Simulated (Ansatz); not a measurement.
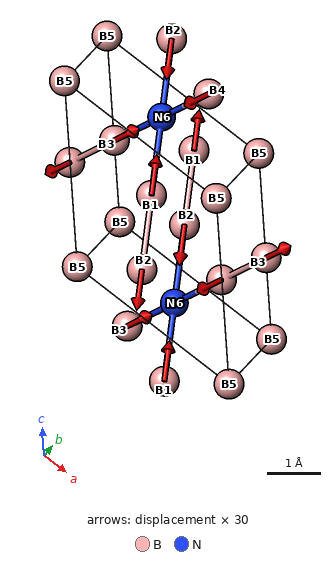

A relaxation of a crystal of B$_{5}$N (a generated structure, set up in I4/mmm) (coarse preliminary run). The starting structure is drawn; red arrows show the displacements (the part carried along by the change of the cell is left out), 30 times their true length.

The picture is a ball-and-stick view of the cell of the calculation, seen slightly off an axis.

Method: Ansatz, DFT PBE, scalar-relativistic, plane waves, PAW. Set-up: plane-wave cutoff 420 eV; k-point mesh 6 × 6 × 6; occupations gaussian; smearing width 0.1 eV; no spin polarisation; cell and atoms relaxed; force threshold 0.04 eV/Å; at most 70 steps.

Q: Which element moves most?

A: Boron: up to 0.029 Å, against 0.000 Å for nitrogen.

Q: What did the optimiser do to the structure, and how much energy did it gain?

A: The largest moves relative to the cell, 0.029 Å, are those of B1, B2, B3 and B4. B2 goes along [0 −1 −1]. N stays in place. The volume changes by +41.9 %, with a = b = c 4.056 → 4.923 Å (+21.4 %), α 107.5° → 127.6°, β 107.5° → 127.6°, γ 113.5° → 77.2°. Near-neighbour distances that change, for instance: B1–N6 1.627 → 1.444 Å, B1–B2 1.542 → 1.455 Å. The space group stays I4/mmm (No. 139). Over 21 accepted moves (26 points after the start) the energy falls by 259 meV per atom. Largest force component: 1.2 eV/Å at the start, 0.019 eV/Å at the end. The pressure goes from −12.05 to 0.06 GPa. The SCF was repeated 5 times at an unchanged geometry on a basis and grid sized afresh for the cell, which shifted the energy by 34.7 meV per atom at most.
